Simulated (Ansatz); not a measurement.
```yaml
atoms:
  - { symbol: F, position_ang: [0.5142, 0.0005, -2.1770] }
  - { symbol: C, position_ang: [-0.2327, 0.0514, 0.6523] }
  - { symbol: O, position_ang: [0.8220, -0.5503, 0.0785] }
  - { symbol: H, position_ang: [0.0188, 0.8340, 1.4354] }
  - { symbol: H, position_ang: [-0.9429, -0.6370, 1.2096] }
  - { symbol: H, position_ang: [-0.8913, 0.5939, -0.0769] }
  - { symbol: H, position_ang: [0.7117, -0.2923, -1.1219] }
```

Method: UKS PBE0/def2-SVP (Ansatz 0.2.0).

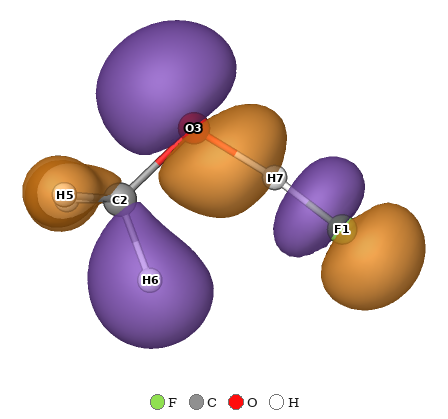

CH4FO (charge −1). The HOMO−1 at ±0.1 Å⁻³ᐟ² (orange and purple are the two phases), seen at an oblique angle.

Question: Where does this orbital lie, and at what energy?

Answer: It lies mainly on O3 (about 55 %), F1 (about 20 %), C2 (about 10 %) and H6 (about 5 %); largely a combination of lone pairs on O3 and F1. Its energy is −0.54 eV.
